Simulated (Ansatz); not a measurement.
# C2H10InN: what the fields show

```xyz
14

C    -0.1162    1.2172   -0.9025
C     0.0373    0.5304    1.4286
In    0.3262   -1.9495   -0.5940
N    -0.4487    0.2044    0.0928
H    -0.5416    0.9349   -1.8753
H    -0.4880    2.2193   -0.6213
H     0.9769    1.2708   -1.0139
H    -1.4618    0.0901    0.1258
H     1.1371    0.5541    1.4184
H    -0.2773   -0.2476    2.1377
H    -0.3297    1.5117    1.7804
H    -0.3175   -2.8376    0.7637
H     2.0207   -1.5320   -0.5971
H    -0.5302   -1.9954   -2.1142
```

Geometry: PBE0-D4/def2-SVP; core potentials replace the inner electrons of In.

All numbers below come from isolated molecule in a Gaussian basis; Kohn-Sham density functional theory, functional PBE0 (Ansatz).

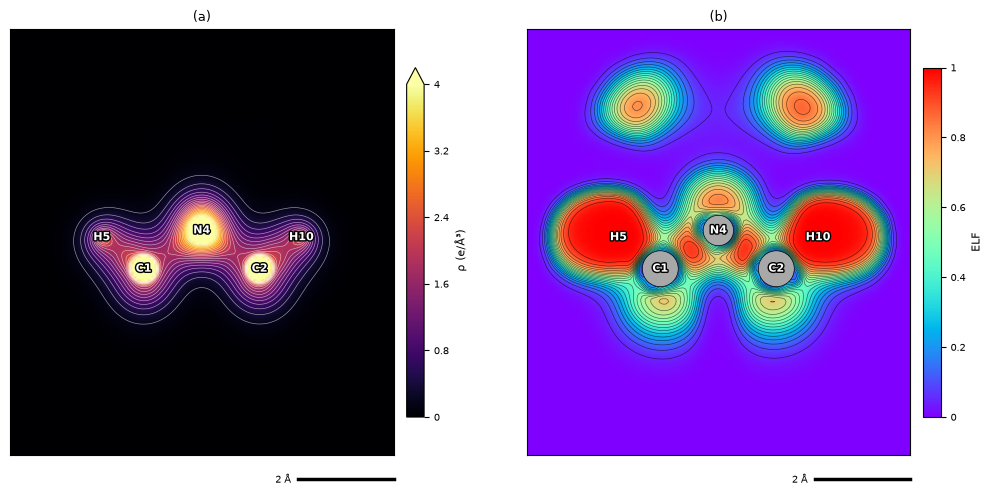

Figure 1. (a) electron density; (b) electron localisation function on the plane of atoms N4, C1 and H5. Grey discs cover the atomic cores in the ELF map.

> Read the bonding off the picture.

Atoms in the plane: C, N and H. C–N (1.46 Å): the density is about 1.9 e/Å³ at the midpoint; the ELF peaks at about 0.95 between the atoms (localised, covalent bonding). C–H (1.10 Å): ρ is about 2 e/Å³ halfway; the ELF climbs to about 1 towards the hydrogen, as it does in any bond to H; a covalent bond by its length.

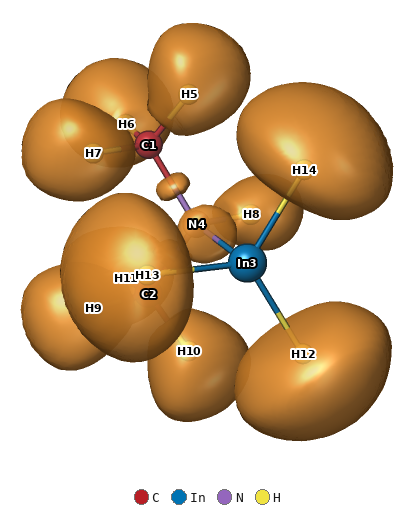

Figure 2. Isosurface of the electron localisation function at 0.85 (orange), seen at an oblique angle. Only the valence region is drawn (cores and ρ < 0.01 e/Å³ removed).

> What do the ELF domains correspond to?

At this value the surface marks out two regions between bonded C–N atoms (shared pairs), ten regions around hydrogen nuclei and one lobe of the valence shell of N pointing towards In. Profiles from the grid: In–N (2.39 Å): the ELF peaks at about 0.95 in the valence shell of N, 0.7 Å from its nucleus, and drops to about 0.10 between the two atoms.

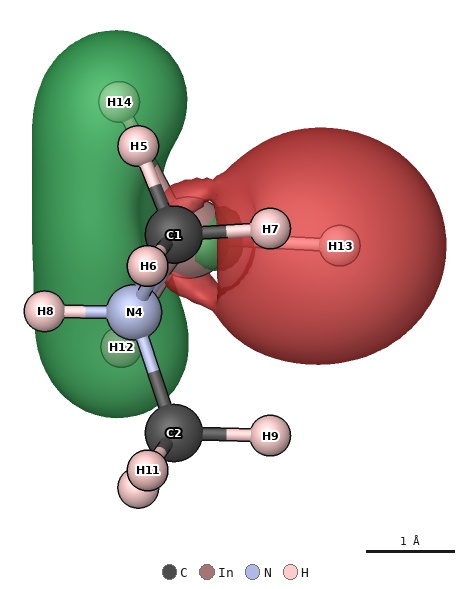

Figure 3. The HOMO−1 at ±0.1 Å⁻³ᐟ² (green and red are the two phases), seen at an oblique angle.

> Describe this orbital and give its energy.

Its weight (Hirshfeld) is mainly on In3 (about 40 %), H13 (about 40 %), H12 (about 10 %) and H14 (about 10 %). Its energy is −7.30 eV.
